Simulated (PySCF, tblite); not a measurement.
**C₄H₆B₂OS: geometry, infrared bands and NMR shifts**

What infrared bands and NMR shifts should C₄H₆B₂OS (`BOBc1cccs1`) show?

Programs: tblite 0.8.0 and PySCF 2.14.0, with density-fitted response routines of our own. Each step states its level of theory. These are calculated values for one molecule in the gas phase, unless marked as measured. Atoms count from 0, in the outputs and in this text.

### 1 The starting structure

14 atoms, charge 0, multiplicity 1; geometry from: force field or distance geometry start.

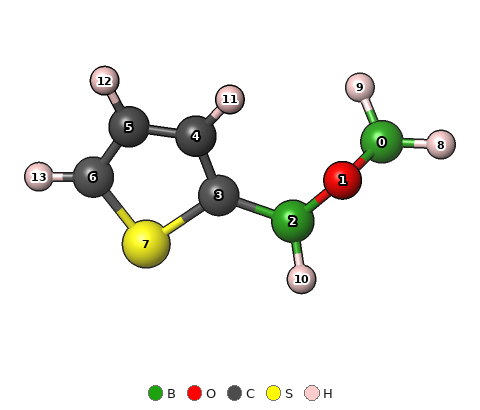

As it starts; boron green, oxygen red, carbon dark grey, sulfur yellow, hydrogen pink, atoms numbered; sticks join atoms by distance.

### 2 Relaxing the molecule with GFN2-xTB

The job: settings as JSON, then the geometry in Å.

```
{"job": {"kind": "relax", "xc": "GFN2-xTB", "basis": "xTB"}, "charge": 0, "multiplicity": 1}
B      2.947900     0.648000     0.586500
O      2.130500    -0.525700     0.876700
B      1.278100    -0.896700    -0.225900
C     -0.241800    -0.505400    -0.116200
C     -0.852000     0.219600     0.883200
C     -2.186000     0.403300     0.731700
C     -2.751700    -0.160000    -0.370600
S     -1.536600    -1.017300    -1.350200
H      4.110800     0.536400     0.844000
H      2.445100     1.696100     0.891100
H      1.544600    -1.900300    -0.782600
H     -0.281200     0.625200     1.721100
H     -2.788700     0.978000     1.469700
H     -3.819800    -0.101800    -0.620700
```

The run is started by

```sh
$ OMP_NUM_THREADS=1 python probes_run.py task.json out
```

One launch serves the whole session: the jobs run in the order shown.

**Question.** This job is followed by: GFN2-xTB harmonic vibrations, gas phase; GIAO PBE0/pcSseg-1 NMR shielding, non-relativistic, gas phase. What will the session give for the following? strongest single infrared mode (GFN2-xTB); zero-point energy (GFN2-xTB); ¹³C shifts against TMS (PBE0/pcSseg-1); ¹H shifts against TMS (PBE0/pcSseg-1, means over atoms taken as alike); ¹¹B shifts against BF3·OEt2 (PBE0/pcSseg-1); ¹⁷O shifts against H2O (PBE0/pcSseg-1); ³³S shifts against CS2 (PBE0/pcSseg-1).

The runs gave:

```
                                                              quantity                             value
                             strongest single infrared mode (GFN2-xTB)             1611 cm⁻¹, 354 km/mol
                                          zero-point energy (GFN2-xTB)                     58.6 kcal/mol
                                ¹³C shifts against TMS (PBE0/pcSseg-1)    151.5, 146.2, 139.7, 132.0 ppm
¹H shifts against TMS (PBE0/pcSseg-1, means over atoms taken as alike)  7.77, 7.77, 7.43, 5.63, 5.61 ppm
                           ¹¹B shifts against BF3·OEt2 (PBE0/pcSseg-1)                    40.2, 30.8 ppm
                                ¹⁷O shifts against H2O (PBE0/pcSseg-1)                         302.1 ppm
                                ³³S shifts against CS2 (PBE0/pcSseg-1)                           276 ppm
```

Over 111 steps the energy fell by 2.104 eV; of the close pairs, B0–O1 changed most, 1.459 to 1.294 Å. No mode is imaginary among the 36: a minimum at this level. The strongest single mode, at 1611 cm⁻¹, moves mainly O1. Unscaled tight-binding wavenumbers are off by several per cent, some by more. Its intensities can rank the bands wrongly. At PBE0/pcSseg-1: The largest span, 313 ppm, is at S7, where the paramagnetic term is -830 ppm. NICS(1)zz of -28 ppm above the planar ring from C3 marks a diatropic (aromatic) ring current.
